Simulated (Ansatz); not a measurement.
# B2H4F2 (SMILES [BH2-]1[F+][BH2-][F+]1) at HF/3-21G

What is the vertical singlet–triplet gap of B2H4F2 at HF/3-21G? 

Program for the calculation: Ansatz 0.2.0.

56 further runs of the same task are left out: 56 set aside as unsound or not needed.

## 1. Starting point

The species is B2H4F2 (8 atoms), meant as a singlet with charge 0. SMILES: `[BH2-]1[F+][BH2-][F+]1`. The coordinates come from a PBE0-D4/def2-TZVP relaxation.

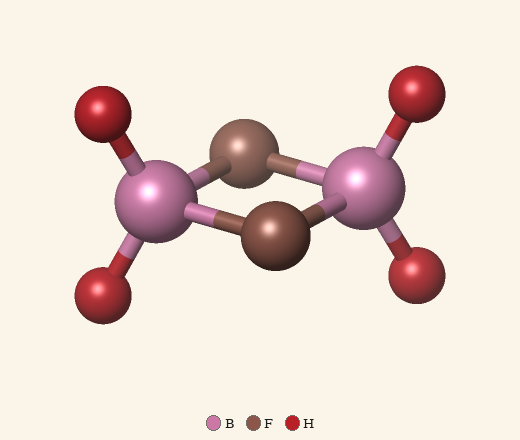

The structure, seen from a chosen angle (boron pink, fluorine brown, hydrogen red).

## 2. A single-point energy at HF/3-21G

Contents of run.yaml:

```yaml
basis:
  gaussian:
    orbitals: 3-21G.json
crystal:
  periodic: [false, false, false]
  atoms:
    - {symbol: B, position_ang: [-0.488000, 0.947300, -0.293800]}
    - {symbol: F, position_ang: [0.637300, 0.536000, 0.670600]}
    - {symbol: B, position_ang: [0.488000, -0.947200, 0.293900]}
    - {symbol: F, position_ang: [-0.636800, -0.535900, -0.671100]}
    - {symbol: H, position_ang: [-0.036000, 1.557300, -1.210300]}
    - {symbol: H, position_ang: [-1.440200, 1.308400, 0.322000]}
    - {symbol: H, position_ang: [1.440200, -1.309100, -0.321600]}
    - {symbol: H, position_ang: [0.035400, -1.556800, 1.210300]}
magnetization:
  spin_polarized: false
  initial_magnetization: 0
hamiltonian:
  xc: hf
accuracy: high
output:
  orbitals: {seedname: orbitals}
```

The basis set 3-21G is read from a file made from the Basis Set Exchange's data (not shown).

Launch:

```
$ ansatz run run.yaml --threads 1 --pin off --max-ram 3480MiB --events-out events.jsonl --progress --plain --runs-dir runs
```

The log of the run:

```text
Warning: RAYON_NUM_THREADS=1 ignored (pool sized by the plan → 1); use --threads N
Functional definition: HF
  name "HF"
  exchange = exact_x
  correlation = 0
1016 factors; integrals over basis functions are off by at most 3.3e-9 eV
mean field evaluation 1: about -6782.7445 eV, gradient 2.1e1 eV
mean field evaluation 2: about -6782.7315 eV, gradient 2.1e1 eV
mean field evaluation 4: about -6784.0845 eV, gradient 2.6e0 eV
mean field evaluation 8: about -6784.1013 eV, gradient 2.7e-4 eV
mean field -6784.10134372 eV, -249.3111259525 hartree, gradient 2.6e-8 eV, S^2 0.000000; 0 other end points of the search recorded, 0 dependent functions left out
reference -6784.10134372 eV, -249.3111259525 hartree; 16, 16 occupied and 28, 28 virtual orbitals, 1016 factors
Total energy: -6784.10134372 eV, -249.3111259525 hartree
```

Run time: 0.24 s. Hardware: 1 thread of AMD EPYC 9R45 (Zen 5), shared host.

## 3. The triplet at the same level

Contents of job.yaml:

```yaml
crystal:
  periodic: [false, false, false]
  atoms:
    - symbol: B
      position_ang: [-0.488000, 0.947300, -0.293800]
    - symbol: F
      position_ang: [0.637300, 0.536000, 0.670600]
    - symbol: B
      position_ang: [0.488000, -0.947200, 0.293900]
    - symbol: F
      position_ang: [-0.636800, -0.535900, -0.671100]
    - symbol: H
      position_ang: [-0.036000, 1.557300, -1.210300]
    - symbol: H
      position_ang: [-1.440200, 1.308400, 0.322000]
    - symbol: H
      position_ang: [1.440200, -1.309100, -0.321600]
    - symbol: H
      position_ang: [0.035400, -1.556800, 1.210300]
basis:
  gaussian:
    orbitals: 3-21G.json
magnetization:
  spin_polarized: true
  initial_magnetization: 2
hamiltonian:
  xc: hf
accuracy: high
output: {orbitals: {seedname: orbitals}}
```

The basis set 3-21G is read from a file made from the Basis Set Exchange's data (not shown).

Launch:

```
$ ansatz run job.yaml --threads 1 --pin off --max-ram 3480MiB --events-out events.jsonl --progress --plain --runs-dir runs
```

The log of the run, cut to the lines that bear on the results:

```text
Warning: RAYON_NUM_THREADS=1 ignored (pool sized by the plan → 1); use --threads N
Functional definition: HF
  name "HF"
[...]
1016 factors; integrals over basis functions are off by at most 3.3e-9 eV
[...]
mean field -6774.65092448 eV, -248.9638294513 hartree, gradient 1.3e-8 eV, S^2 2.014154; 3 other end points of the search recorded, 0 dependent functions left out
reference -6774.65092448 eV, -248.9638294513 hartree; 17, 15 occupied and 27, 29 virtual orbitals, 1016 factors
Total energy: -6774.65092448 eV, -248.9638294513 hartree
```

It took 0.88 s on 1 thread of AMD EPYC 9R45 (Zen 5), shared host; peak memory 0.12 GiB.

## 4. Results

At HF/3-21G:

```
                                        quantity          value
                           singlet: total energy  -249.31113 Eh
                            singlet: HOMO energy      -13.20 eV
                            singlet: LUMO energy        4.82 eV
                          singlet: HOMO–LUMO gap       18.02 eV
                           triplet: total energy  -248.96383 Eh
     triplet: HOMO energy (highest over α and β)       -3.93 eV
      triplet: LUMO energy (lowest over α and β)       -3.68 eV
                                   triplet: ⟨S²⟩          2.014
vertical energy of the triplet above the singlet       9.450 eV
```

What this shows: At this shape the triplet lies 9.45 eV (912 kJ/mol) above the singlet.
